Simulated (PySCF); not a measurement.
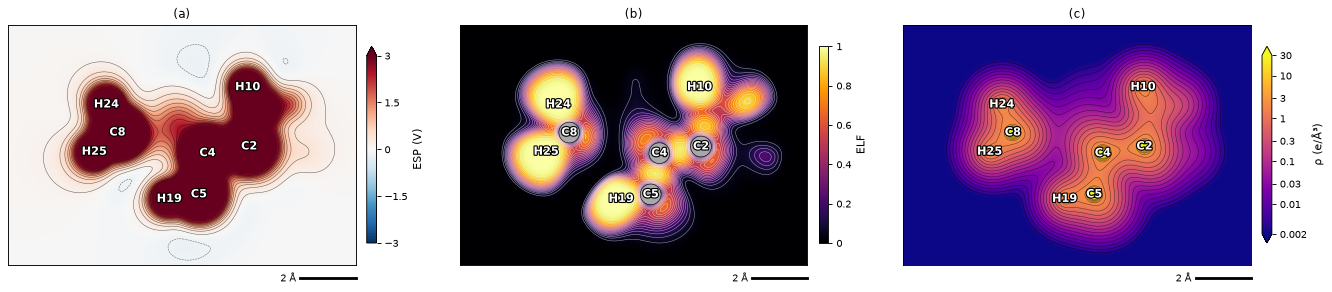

C7H19NSi. (a) electrostatic potential; (b) ELF; (c) electron density on the plane of atoms C4, C5 and H19. Grey discs cover the atomic cores in the ELF map.

Geometry: GFN2-xTB.

These are results of KT3/6-31G*, SCF density, gas phase, non-relativistic (PySCF), not measurements.

```tsv
atom	x (Å)	y (Å)	z (Å)
C	-2.3246	0.1504	1.8152
C	-2.0719	-0.4295	0.4255
C	-2.6827	0.4841	-0.6315
C	-0.5782	-0.7008	0.1962
C	-0.3755	-1.7124	-0.9327
Si	0.4630	0.8619	-0.1338
N	2.1170	0.3887	-0.2225
C	2.7317	-0.5193	0.7138
C	3.0790	1.3015	-0.7841
H	-1.8432	1.1189	1.9191
H	-1.9364	-0.5118	2.5867
H	-3.3922	0.2790	1.9836
H	-2.5919	-1.3966	0.3724
H	-2.4654	0.1223	-1.6325
H	-2.2875	1.4919	-0.5365
H	-3.7640	0.5258	-0.5130
H	-0.2173	-1.1756	1.1159
H	-0.9114	-2.6392	-0.7240
H	0.6795	-1.9474	-1.0504
H	-0.7370	-1.3181	-1.8790
H	0.1869	1.9007	0.8811
H	0.1963	1.4230	-1.4628
H	1.9926	-1.2101	1.1073
H	3.1929	0.0142	1.5548
H	3.5152	-1.0945	0.2102
H	3.8892	0.7413	-1.2593
H	2.5971	1.9256	-1.5306
H	3.5179	1.9535	-0.0187
```

### What does the map show?

The plane passes through C and H nuclei.
C–C (1.54 Å): ρ is about 1.6 e/Å³ halfway; the ELF peaks at about 0.95 between the atoms, as expected for a shared electron pair.
C–H (1.09 Å): the density is about 2 e/Å³ at the midpoint; the ELF climbs to about 1 towards the hydrogen, as it does in any bond to H: a covalent bond by its length.
The potential has no marked negative region in this plane.
